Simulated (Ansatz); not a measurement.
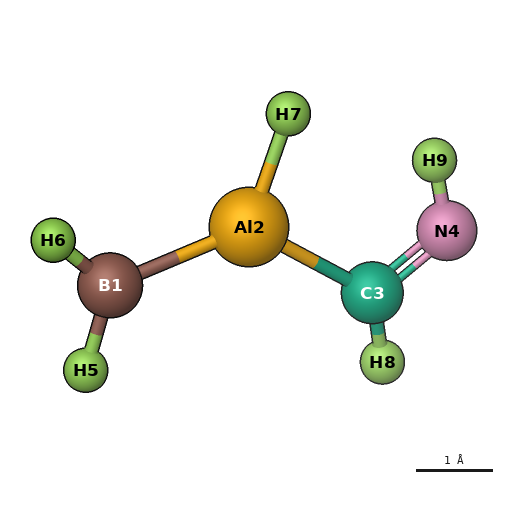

Figure made from data computed with Ansatz.

Numbered structure. Geometry: atoms displaced at random (about 0.05 Å) from a stationary point of GFN2-xTB.

List the bonds and their lengths.

| bond | length (Å) |
| --- | --- |
| B1–Al2 | 2.077 |
| B1–H5 | 1.221 |
| B1–H6 | 1.103 |
| Al2–C3 | 2.084 |
| Al2–H7 | 1.626 |
| C3–N4 | 1.287 |
| C3–H8 | 1.080 |
| N4–H9 | 0.987 |
